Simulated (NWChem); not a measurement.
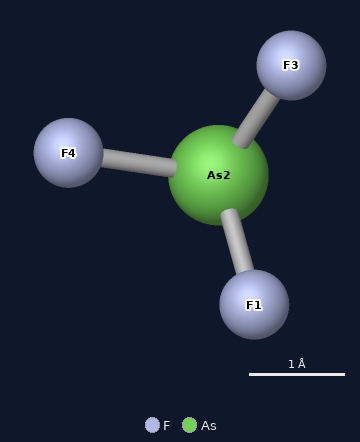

Fig. 1: The structure as given in the input (ball-and-stick view, seen at a tilt; atoms are numbered from 1 in the order of the input). Bond lengths as drawn: As–F 1.72 Å.

Run report: AsF3, single-point calculation (part 1 of 2)

- system: AsF3 (arsenic trifluoride), SMILES F[As](F)F
- method: CCSD(T)/cc-pVDZ, RHF (NWChem 7.3.0)

The run did not end well. The geometry comes from this level: PBE0-D4/def2-TZVP.

**Input**
```
start struct
title "AsF3"
memory total 2200 mb
charge 0
geometry units angstroms noautosym nocenter noautoz
   F     -0.445870     0.395590     1.362650
   As    -0.461950    -0.457240    -0.125630
   F      1.203970    -0.865930    -0.112740
   F     -0.296160     0.927580    -1.124280
end
basis spherical bse
   * library cc-pVDZ
end
scf
   thresh 1e-08
   maxiter 80
   print medium
end
ccsd
   freeze core 12
   maxiter 60
end
task ccsd(t) energy
```

Machine: 1 thread of Intel Xeon @ 2.50GHz (Skylake/Cascade Lake), 12 GiB of memory available, shared host.

Launch command:
```bash
nwchem struct.nw > struct.out
```

**What the program printed**
```
Northwest Computational Chemistry Package (NWChem) 7.3.0
             --------------------------------------------------------

           Job information
           ---------------

    nwchem branch   = 7.3.0
    use scalapack   = T
    input           = struct.nw
    prefix          = struct.
    data base       = ./struct.db
    status          = startup
    nproc           =        1

           Memory information
           ------------------

    heap     =     72089596 doubles =      550.0 Mbytes
    stack    =     72089601 doubles =      550.0 Mbytes
    global   =    144179200 doubles =     1100.0 Mbytes (distinct from heap & stack)
    total    =    288358397 doubles =     2200.0 Mbytes
    verify   = yes
    hardfail = no

           Directory information
           ---------------------

  0 permanent = .
  0 scratch   = .

                                NWChem Input Module
                                -------------------

                                       AsF3
                                       ----

 Scaling coordinates for geometry "geometry" by  1.889725989
 (inverse scale =  0.529177249)

                             Geometry "geometry" -> ""
                             -------------------------

 Output coordinates in angstroms (scale by  1.889725989 to convert to a.u.)

  No.       Tag          Charge          X              Y              Z
 ---- ---------------- ---------- -------------- -------------- --------------
    1 F                    9.0000    -0.44587000     0.39559000     1.36265000
    2 As                  33.0000    -0.46195000    -0.45724000    -0.12563000
    3 F                    9.0000     1.20397000    -0.86593000    -0.11274000
    4 F                    9.0000    -0.29616000     0.92758000    -1.12428000

      Atomic Mass
      -----------

      F                 18.998400
      As                74.921600

 Effective nuclear repulsion energy (a.u.)     325.3400332720

            Nuclear Dipole moment (a.u.)
            ----------------------------
        X                 Y               Z
 ---------------- ---------------- ----------------
   -20.9511841655   -20.7373994644    -5.6977506227

            XYZ format geometry
            -------------------
     4
 geometry
 F                    -0.44587000     0.39559000     1.36265000
 As                   -0.46195000    -0.45724000    -0.12563000
 F                     1.20397000    -0.86593000    -0.11274000
 F                    -0.29616000     0.92758000    -1.12428000

 ==============================================================================
                                internuclear distances
 ------------------------------------------------------------------------------
       center one      |      center two      | atomic units |  angstroms
 ------------------------------------------------------------------------------
    2 As               |   1 F                |     3.24161  |     1.71539
    3 F                |   2 As               |     3.24157  |     1.71537
    4 F                |   2 As               |     3.24159  |     1.71538
 ------------------------------------------------------------------------------
                         number of included internuclear distances:          3
 ==============================================================================

 ==============================================================================
                                 internuclear angles
 ------------------------------------------------------------------------------
        center 1       |       center 2       |       center 3       |  degrees
 ------------------------------------------------------------------------------
    1 F                |   2 As               |   3 F                |    95.90
    1 F                |   2 As               |   4 F                |    95.90
    3 F                |   2 As               |   4 F                |    95.90
 ------------------------------------------------------------------------------
                            number of included internuclear angles:          3
 ==============================================================================

 Summary of "ao basis" -> "" (spherical)
 ------------------------------------------------------------------------------
       Tag                 Description            Shells   Functions and Types
 ---------------- ------------------------------  ------  ---------------------
 *                          cc-pVDZ                   on all atoms

                      Basis "ao basis" -> "ao basis" (spherical)
                      -----
  [basis functions not shown]

 Summary of "ao basis" -> "ao basis" (spherical)
 ------------------------------------------------------------------------------
       Tag                 Description            Shells   Functions and Types
 ---------------- ------------------------------  ------  ---------------------
 F                          cc-pVDZ                  6       14   3s2p1d
 As                         cc-pVDZ                 11       27   5s4p2d

                                 NWChem SCF Module
                                 -----------------

                                       AsF3

  ao basis        = "ao basis"
  functions       =    69
  atoms           =     4
  closed shells   =    30
  open shells     =     0
  charge          =   0.00
  wavefunction    = RHF
  input vectors   = atomic
  output vectors  = ./struct.movecs
  use symmetry    = F
  symmetry adapt  = F

 Summary of "ao basis" -> "ao basis" (spherical)
 ------------------------------------------------------------------------------
       Tag                 Description            Shells   Functions and Types
 ---------------- ------------------------------  ------  ---------------------
 F                          cc-pVDZ                  6       14   3s2p1d
 As                         cc-pVDZ                 11       27   5s4p2d

 Forming initial guess at       0.1s

      Superposition of Atomic Density Guess
      -------------------------------------

 Sum of atomic energies:       -2532.26136003

      Non-variational initial energy
      ------------------------------

 Total energy =   -2532.524120
 1-e energy   =   -4180.926074
 2-e energy   =    1323.061921
 HOMO         =      -0.357283
 LUMO         =       0.054585

 Starting SCF solution at       6.1s

 ----------------------------------------------
         Quadratically convergent ROHF

 Convergence threshold     :          1.000E-08
 Maximum no. of iterations :           80
 Final Fock-matrix accuracy:          1.000E-10
 ----------------------------------------------

              iter       energy          gnorm     gmax       time
             ----- ------------------- --------- --------- --------
                 1    -2532.4614434913  1.34D+00  2.62D-01     13.6
                 2    -2532.5482480673  2.75D-01  6.32D-02     26.1
                 3    -2532.5543724950  8.96D-03  2.54D-03     45.4
                 4    -2532.5543829380  3.89D-05  1.21D-05     70.3
                 5    -2532.5543829381  4.07D-09  1.71D-09    112.7

       Final RHF  results
       ------------------

         Total SCF energy =  -2532.554382938101
      One-electron energy =  -4178.385951338271
      Two-electron energy =   1320.491535128187
 Nuclear repulsion energy =    325.340033271983

        Time for solution =    106.6s

             Final eigenvalues
             -----------------

              1
    1 -432.7884
    2  -56.5016
    3  -50.3481
    4  -50.3481
    5  -50.3469
    6  -26.3174
    7  -26.3174
    8  -26.3174
    9   -8.2012
   10   -6.0544
   11   -6.0544
   12   -6.0484
   13   -2.2866
   14   -2.2866
   15   -2.2776
   16   -2.2776
   17   -2.2731
   18   -1.6353
   19   -1.5925
   20   -1.5925
   21   -0.8878
   22   -0.7311
   23   -0.7311
   24   -0.7156
   25   -0.6782
   26   -0.6782
   27   -0.6437
   28   -0.6437
   29   -0.6414
   30   -0.4851
   31    0.1048
   32    0.1048
   33    0.2182
   34    0.4357
   35    0.5296
   36    0.5331
   37    0.5331
   38    0.6758
   39    0.6758
   40    0.6820

                       ROHF Final Molecular Orbital Analysis
                       -------------------------------------

 Vector   21  Occ=2.000000D+00  E=-8.878051D-01
              MO Center= -5.4D-02, -5.3D-02, -1.5D-02, r^2= 2.3D+00
   Bfn.  Coefficient  Atom+Function         Bfn.  Coefficient  Atom+Function
  ----- ------------  ---------------      ----- ------------  ---------------
    18      0.502108  2 As s                 45     -0.237738  3 F  px
     6     -0.218800  1 F  pz                60     -0.195975  4 F  py
    48     -0.156996  3 F  px                61      0.151529  4 F  pz

 Vector   22  Occ=2.000000D+00  E=-7.310619D-01
              MO Center=  1.8D-01,  6.4D-02, -1.4D-01, r^2= 2.5D+00
   Bfn.  Coefficient  Atom+Function         Bfn.  Coefficient  Atom+Function
  ----- ------------  ---------------      ----- ------------  ---------------
    45      0.338479  3 F  px                61      0.241902  4 F  pz
    48      0.227253  3 F  px                 5      0.202414  1 F  py
    60     -0.200451  4 F  py                 4     -0.173916  1 F  px
    59     -0.171151  4 F  px                27      0.164509  2 As py
    64      0.164499  4 F  pz

 Vector   23  Occ=2.000000D+00  E=-7.310597D-01
              MO Center=  2.0D-02,  1.4D-01,  1.9D-01, r^2= 2.5D+00
   Bfn.  Coefficient  Atom+Function         Bfn.  Coefficient  Atom+Function
  ----- ------------  ---------------      ----- ------------  ---------------
     6      0.301661  1 F  pz                60     -0.290737  4 F  py
    47     -0.259121  3 F  pz                 5      0.222248  1 F  py
    28     -0.210663  2 As pz                 9      0.202082  1 F  pz
    63     -0.198523  4 F  py                50     -0.180890  3 F  pz
    45     -0.167074  3 F  px
```
